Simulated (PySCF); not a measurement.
# NMR shielding calculation, with input and output: C4H4BFSi

- system: C4H4BFSi, SMILES FBC#CC#C[SiH3]
- method: GIAO PBE0/aug-cc-pVDZ NMR shielding, non-relativistic, gas phase (PySCF 2.14.0)

The geometry comes from this level: PBE0-D3(BJ)/def2-SVP. Figures and captions count atoms from 1; the log counts them from 0 in places.

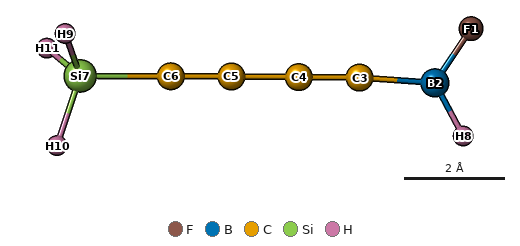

**Figure 1.** The structure as given in the input (ball-and-stick view, seen at an oblique angle; atoms are numbered from 1 in the order of the input).

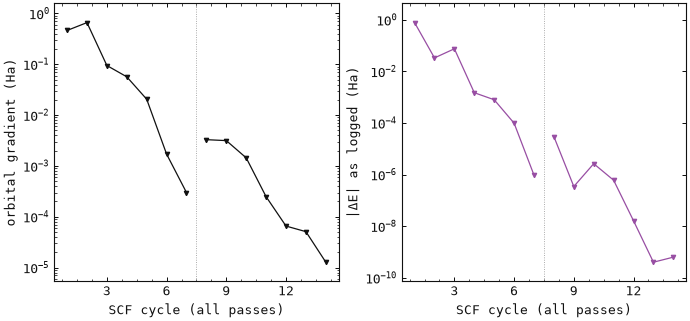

**Figure 2.** Convergence of the self-consistent field: orbital gradient and size of the energy change against the SCF cycle. The dotted line marks the change from a coarse to the final integration grid. The first 7 cycles use a coarse grid, the final grid takes over at cycle 8, and the field converges after 14 cycles in all.

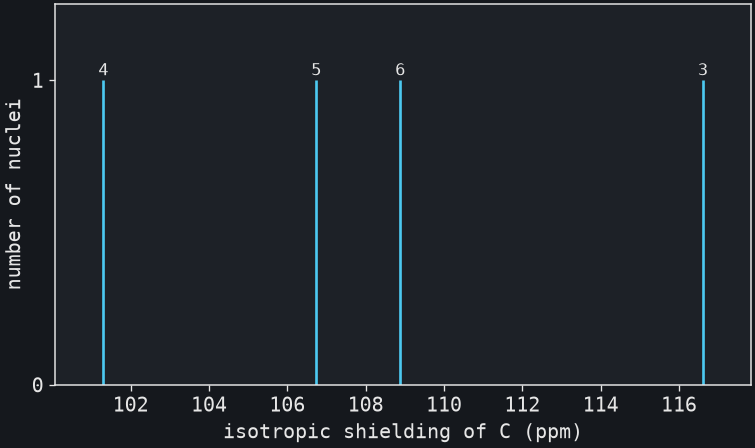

**Figure 3.** Isotropic shieldings of the carbon nuclei in this fixed geometry, labelled by atom number; shielding grows to the right, so chemical shift grows to the left. The least shielded is C4 (101.3 ppm), the most shielded C3 (116.6 ppm).

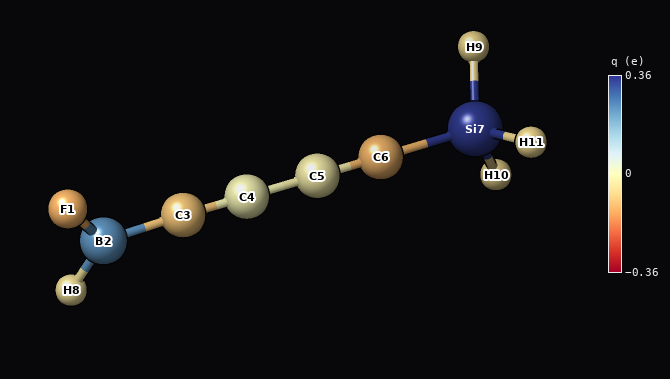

**Figure 4.** Hirshfeld charges, as the colour of each atom (ball-and-stick view, seen at a tilt; atoms are numbered from 1 in the order of the input). By element: F −0.12, B +0.24, C −0.12 to 0.00, Si +0.35 and H −0.06 to −0.04 e.

These pictures come from the run below.

## The input
```
{"job": {"kind": "nmr", "xc": "PBE0", "basis": "aug-cc-pVDZ", "pop": true}, "charge": 0, "multiplicity": 1}
F      4.428380     0.175129     1.619617
B      3.819770     0.360123     0.462526
C      2.309572     0.192418     0.354211
C      1.100760     0.057246     0.187342
C     -0.241501    -0.100592     0.000802
C     -1.446320    -0.247606    -0.175565
Si    -3.248712    -0.474319    -0.441270
H      4.491558     0.657720    -0.495427
H     -3.617300    -1.868438    -0.063549
H     -3.567677    -0.235519    -1.877656
H     -3.988280     0.498063     0.412733
```

The first line tells a small driver script what to run in PySCF; the rest is the geometry in Å.

Launch command:
```bash
OMP_NUM_THREADS=1 python <driver script> task.json out
```

## What the program printed
```
coarse grid: 10624 points
cycle   1  E = -568.4720823754  dE =  7.771e-01  |g| = 4.629e-01  |ddm| = 8.277e+01
cycle   2  E = -568.4387556453  dE =  3.333e-02  |g| = 6.610e-01  |ddm| = 7.977e+00
cycle   3  E = -568.5138046289  dE = -7.505e-02  |g| = 9.460e-02  |ddm| = 3.291e+00
cycle   4  E = -568.5152959668  dE = -1.491e-03  |g| = 5.672e-02  |ddm| = 1.841e+00
cycle   5  E = -568.5160913612  dE = -7.954e-04  |g| = 2.057e-02  |ddm| = 7.489e-01
cycle   6  E = -568.5161894841  dE = -9.812e-05  |g| = 1.711e-03  |ddm| = 1.779e-01
cycle   7  E = -568.5161904377  dE = -9.536e-07  |g| = 2.997e-04  |ddm| = 4.912e-02
final grid: 101064 points
cycle   8  E = -568.5308238636  dE = -2.954e-05  |g| = 3.288e-03  |ddm| = 5.726e-01
cycle   9  E = -568.5308242090  dE = -3.453e-07  |g| = 3.152e-03  |ddm| = 1.647e-01
cycle  10  E = -568.5308268522  dE = -2.643e-06  |g| = 1.443e-03  |ddm| = 3.970e-02
cycle  11  E = -568.5308274566  dE = -6.044e-07  |g| = 2.482e-04  |ddm| = 2.072e-02
cycle  12  E = -568.5308274728  dE = -1.623e-08  |g| = 6.567e-05  |ddm| = 5.478e-03
cycle  13  E = -568.5308274732  dE = -4.020e-10  |g| = 5.095e-05  |ddm| = 1.764e-03
cycle  14  E = -568.5308274738  dE = -6.313e-10  |g| = 1.277e-05  |ddm| = 3.796e-04
converged SCF energy = -568.5308274738

GIAO shielding tensors (ppm)
atom      isotropic    diamagn.    paramagn.     s11        s22        s33       span
  0 F      204.957     465.020    -260.063     -0.215    121.566    493.520    493.735
  1 B       75.955     205.911    -129.957     38.776     82.221    106.867     68.091
  2 C      116.610     270.968    -154.358     28.703     34.329    286.797    258.094
  3 C      101.302     250.911    -149.609     33.938     46.565    223.402    189.464
  4 C      106.738     222.483    -115.745     24.998     27.655    267.561    242.563
  5 C      108.883     265.194    -156.311     23.746     43.985    258.917    235.170
  6 Si     495.698     899.452    -403.754    483.183    486.138    517.773     34.589
  7 H       26.150      24.175       1.975     24.187     25.021     29.241      5.054
  8 H       26.965      29.992      -3.027     23.642     25.325     31.927      8.285
  9 H       26.943      29.996      -3.053     23.566     25.340     31.923      8.357
 10 H       26.973      30.065      -3.092     23.652     25.315     31.954      8.302
```

## Summary

| quantity | value |
| --- | --- |
| outcome | converged |
| total energy | −568.530827 hartree |
| HOMO | −7.74 eV |
| LUMO | −2.67 eV |
| dipole moment | 2.01 D |
| isotropic shielding, F | 205.0 ppm |
| isotropic shielding, B | 76.0 ppm |
| isotropic shielding, C | 101.3 to 116.6 ppm |
| isotropic shielding, Si | 495.7 ppm |
| isotropic shielding, H | 26.1 to 27.0 ppm |
| hardware | 1 CPU thread, shared host |
| wall time | 24 s |
| peak memory | 0.92 GiB |
